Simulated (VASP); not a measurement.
Band structure of Zn4SSe3 (ordered alloy cell). Calculation: PBEsol GGA, VASP's PBE PAW potentials (set 64) (plane waves; VASP).

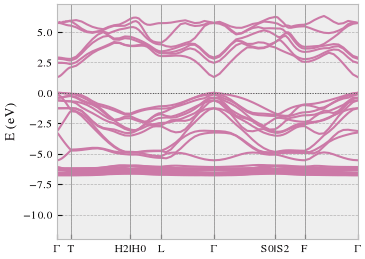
*Bands along high-symmetry lines, zero at the valence-band maximum or, without a gap, the Fermi level*

Read the plot: is there a gap, and where are the band edges?

The gap is direct, 1.29 eV, from the valence maximum at Γ to the conduction minimum at Γ. (Edges off the drawn lines would not show.)

The structure was generated: Zn4SSe3 was put into an ordered model structure (R3m), which need not be its known phase. It was relaxed first.
